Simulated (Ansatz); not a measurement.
# Calibrating wB97X-V/def2-TZVPP on molecular compounds of B

The atomisation enthalpy at 298 K in kJ/mol of 8 molecular compounds of B: x at wB97X-V/def2-TZVPP, y from tabulated heats of molecules and atoms (NIST-JANAF tables). Shapes, held fixed at every level: PBE0-D4/def2-TZVP. Computed values hold a harmonic thermal term (PBE0-D4/def2-TZVP) and the atoms' spin-orbit lowering. Programs: Ansatz 0.2.0.

| molecule | x (kJ/mol) | y (kJ/mol) |
| --- | --- | --- |
| BI3 (boron triiodide) | 844 | 819 |
| BBr3 (boron tribromide) | 1106 | 1110 |
| BBrCl2 (bromodichloroborane) | 1265 | ? |
| BCl3 (boron trichloride) | 1344 | 1337 |
| BBr2F (dibromofluoroborane) | 1377 | 1388 |
| BCl2F (dichlorofluoroborane) | 1538 | 1537 |
| BHF2 (SMILES FBF) | 1675 | 1681 |
| BF3 (boron trifluoride) | 1929 | 1944 |

Question: Fit y = c + s·x to the known rows and predict y for BBrCl2.

Answer: 
1. Means of the 7 rows: x = 1401.86, y = 1402.3.
2. Σ(Δx)² = 773723, Σ(Δx·Δy) = 796027, so the slope is 796027/773723 = 1.0288.
3. Intercept: 1402.3 − (1.0288) × 1401.86 = -39.9. The largest residual of the fit is 12.
4. BBrCl2: -39.9 + 1.0288 × 1265 = 1262 kJ/mol.

The tabulated heats give 1262 kJ/mol, so the prediction is off by 0 kJ/mol: they agree to the digits shown. Uncorrected, wB97X-V/def2-TZVPP misses it by +3 kJ/mol, and the other rows by 10 on average. With references in doubt, neither the misses nor the line can be laid on the level alone. Left out in turn, the other rows are missed by 10 kJ/mol on average, hardly better than no correction. The molecules' own spin-orbit binding is left out, so errors for heavy halides read too negative. The tabulated values of BI3, BBr3, BBrCl2, BBr2F, BCl2F, BHF2 are in doubt (older tables, estimates, or at odds with other calculations) and kept here. For atoms past krypton def2 sets carry core potentials with scalar relativity. Relativity is left out for Br.

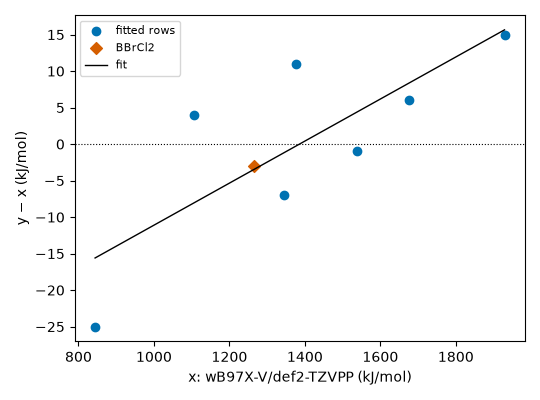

The correction y − x against x, with the fitted line and the withheld molecule.
